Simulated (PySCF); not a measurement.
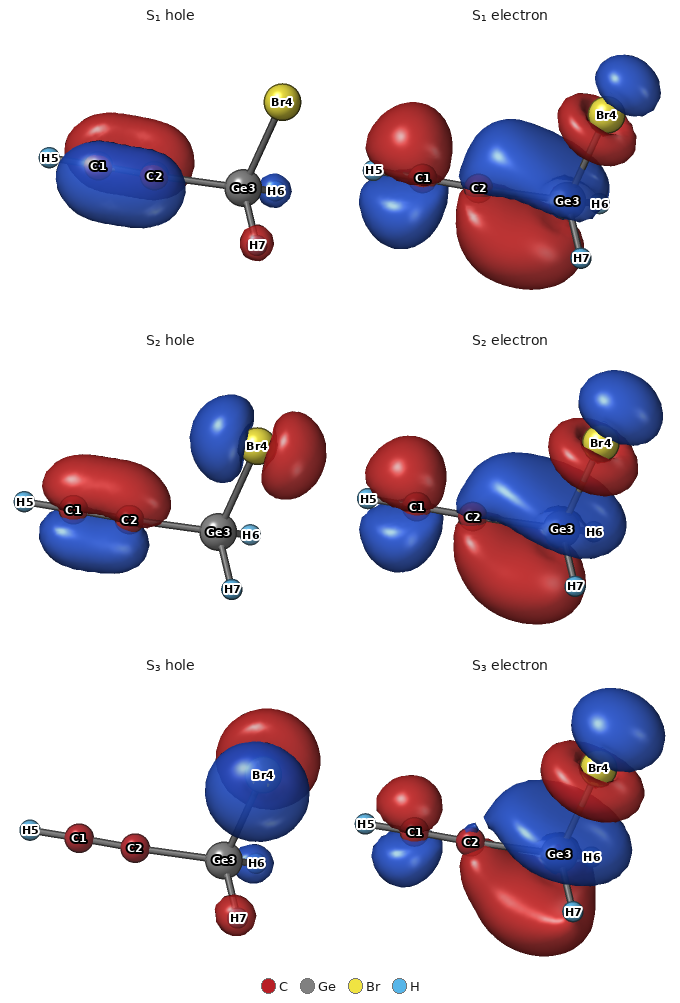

Figure 1: C$_{2}$H$_{3}$BrGe, SMILES `C#[C][GeH2][Br]`. Leading natural transition orbitals (TDA singlet states).

PySCF calculation, CAM-B3LYP/def2-SVP, gas phase; geometry: GFN2-xTB. No frequency check shows the geometry to be a minimum. GFN2-xTB bond lengths at metals and heavier atoms can be off by up to 0.1 Å and shapes distorted, which carries into these values. Without diffuse functions Rydberg states are missing, so the states' numbers hold for this basis only.

Cartesian coordinates (Å):

```
C1      -2.8146    1.3190    0.0005
C2      -1.9453    0.4876   -0.0022
Ge3     -0.5172   -0.7626    0.0000
Br4      1.4219    0.4207    0.0000
H5      -3.5865    2.0354    0.0027
H6      -0.5332   -1.6007   -1.2488
H7      -0.5369   -1.5943    1.2550
```

Describe these excited states.

Answer. By state:
- S₁: 6.04 eV (205 nm), f = 0.000 (dark); the leading pair carries 93 %; hole on C1 (42 %), C2 (40 %) and Ge3 (6 %), electron on C1 (31 %), C2 (25 %) and Ge3 (24 %); their centroids lie 0.5 Å apart.
- S₂: 6.34 eV (196 nm), f = 0.020; the leading pair carries 69 %; hole on C1 (31 %), Br4 (31 %) and C2 (30 %), electron on Ge3 (27 %), C1 (25 %) and C2 (22 %) (shares are of the whole state, not of the leading pair alone); their centroids lie 0.5 Å apart; S₃ lies within 0.1 eV of it.
- S₃: 6.43 eV (193 nm), f = 0.004, n → σ*; the leading pair carries 87 %; hole on Br4 (73 %), Ge3 (7 %) and C1 and C2 (7 % each), electron on Ge3 (37 %), Br4 (28 %) and C1 (13 %); their centroids lie 1.3 Å apart; S₂ lies within 0.1 eV of it.
